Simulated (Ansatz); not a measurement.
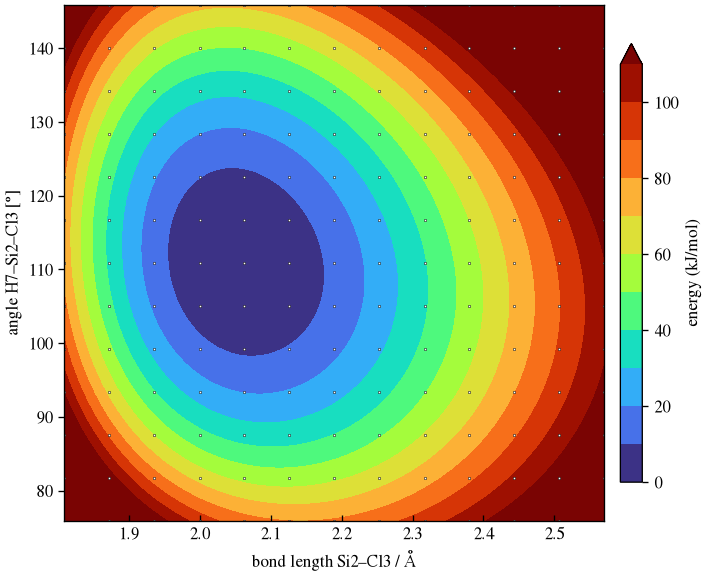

Energy landscape of BrClH3NSi, SMILES N[SiH](Cl)Br. First axis: bond length Si2–Cl3. Second axis: angle H7–Si2–Cl3. Nothing is relaxed (all other coordinates rigid). Grid: 13 × 13 points. Points are written as (first, second). All energies are given in kJ/mol relative to the relaxed molecule at the same level. The calculation used Ansatz 0.2.0, RKS PBE-D4/def2-TZVP.

In the figure: filled contours, dots at the grid points, one colour for all values above the top of the scale. Between grid points the surface is interpolated. 

Question: Where are the wells?

Answer: The lowest grid point is at (2.063 Å, 110.9°), 0.04 kJ/mol from the relaxed molecule at the same level. No other kind of well shows on this grid. The highest grid point, (1.809 Å, 75.9°), lies 200 kJ/mol above the lowest. Round the minimum the two coordinates are weakly coupled (coupling 0.12 in units of the two stiffnesses).

The values on the grid:

```csv
"angle H7–Si2–Cl3 ↓, bond length Si2–Cl3 →",1.809,1.873,1.936,2.000,2.063,2.126,2.190,2.253,2.317,2.380,2.443,2.507,2.570
145.9,139,103,82,73,72,77,87,101,116,134,152,170,189
140.0,118,82,61,51,50,55,65,79,95,112,130,149,167
134.2,101,65,43,34,32,38,48,61,77,94,112,131,149
128.4,89,52,30,20,18,23,33,46,62,79,97,116,135
122.5,80,43,21,10,8,13,22,35,51,68,86,104,123
116.7,76,38,16,4,2,6,16,28,43,60,78,96,115
110.9,77,38,15,3,0,4,12,24,39,56,73,91,110
105.0,83,43,18,6,2,5,13,25,39,55,72,90,107
99.2,93,52,27,13,9,11,18,29,42,57,74,91,109
93.4,110,67,40,25,20,21,27,37,49,64,79,96,113
87.5,133,88,60,43,36,36,40,49,61,74,89,105,121
81.7,163,116,85,67,57,55,58,66,76,88,102,116,132
75.9,201,151,117,96,84,80,81,87,95,106,118,131,145
```

Time for the 169 points that were run: 8.1 min on 1 thread of AMD EPYC 9R45 96-Core Processor (Zen 5), on a shared host.
